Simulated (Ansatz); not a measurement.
CH4AlO: single-point calculation

CH4AlO, multiplicity 2, computed with UKS B3LYP-D4/def2-TZVPP (Ansatz 0.2.0).

The geometry comes from this level: PBE0-D4/def2-TZVP.

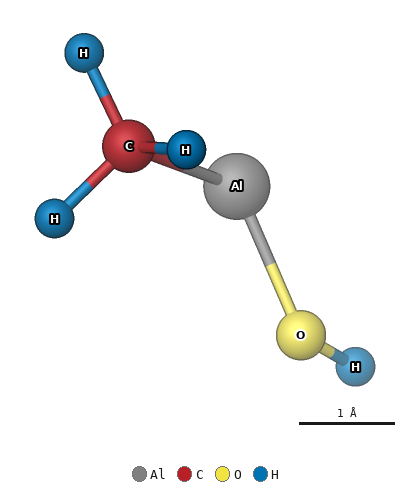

Fig. 1: The input geometry (ball-and-stick view, seen at a tilt). Sticks mark near contacts. Bond lengths as drawn: Al–C 1.96 Å, Al–O 1.71 Å, C–H 1.09 Å and H–O 0.96 Å.

## Key numbers

| quantity | value |
| --- | --- |
| outcome | converged |
| total energy | −9749.3083 eV |
| mean-field energy | −9749.1470 eV |
| dispersion energy | −0.1612 eV |
| ⟨S²⟩ | 0.752 |
| SCF solution under orbital rotations | stable |
| hardware | 4 CPU threads, shared host |
| wall time | 1.2 s (CPU time 4.1 s) |
| peak memory | 0.77 GiB |

## Input
```yaml
crystal:
  periodic: [false, false, false]
  atoms:
    - {symbol: Al, position_ang: [0.050191, 1.423708, 0.421655]}
    - {symbol: C, position_ang: [-1.626291, 1.568716, -0.592836]}
    - {symbol: O, position_ang: [-0.143744, 1.207031, 2.103345]}
    - {symbol: H, position_ang: [-1.471436, 1.640852, -1.670174]}
    - {symbol: H, position_ang: [-2.172116, 2.456340, -0.256908]}
    - {symbol: H, position_ang: [-2.249046, 0.693507, -0.382112]}
    - {symbol: H, position_ang: [0.589246, 1.125812, 2.711569]}
basis:
  gaussian: {orbitals: def2-TZVPP}
magnetization: {spin_polarized: true, initial_magnetization: 1}
hamiltonian: {xc: {name: B3LYP}, dispersion: d4}
```

Launch command:
```bash
ansatz run in.yaml --threads 4 --pin off --events-out ev --progress --plain --max-ram 66560MiB --backend cpu
```

## Output
```
Functional definition: B3LYP
  name "B3LYP"
  cite "Stephens, Devlin, Chabalowski & Frisch, J. Phys. Chem. 98, 11623 (1994) doi:10.1021/j100096a001"
  cite "Becke, Phys. Rev. A 38, 3098 (1988) doi:10.1103/PhysRevA.38.3098"
  cite "Lee, Yang & Parr, Phys. Rev. B 37, 785 (1988) doi:10.1103/PhysRevB.37.785"
  cite "Vosko, Wilk & Nusair, Can. J. Phys. 58, 1200 (1980) doi:10.1139/p80-159"
  parameter a0 = 0.2
  parameter ax = 0.72
  parameter ac = 0.81
  exchange = (1 - a0 - ax)*slater_x + ax*b88_x + a0*exact_x
  correlation = (1 - ac)*vwn_rpa_c + ac*lyp_c
860 factors; their error is unknown
mean field evaluation 1: about -9735.1484 eV, gradient 6.0e1 eV
mean field evaluation 2: about -9686.6395 eV, gradient 1.1e2 eV
mean field evaluation 4: about -9748.7114 eV, gradient 9.8e0 eV
mean field evaluation 8: about -9749.1467 eV, gradient 2.1e-1 eV
mean field evaluation 16: about -9749.1468 eV, gradient 1.3e-5 eV
mean field -9749.14681042 eV, -358.2745370741 hartree, gradient 1.3e-5 eV, S^2 0.752251; 0 other end points of the search recorded, 0 dependent functions left out
reference -9749.14704787 eV, -358.2745458000 hartree; 16, 15 occupied and 144, 145 virtual orbitals, 860 factors
Total energy: -9749.30826546 eV, -358.2804704371 hartree
```
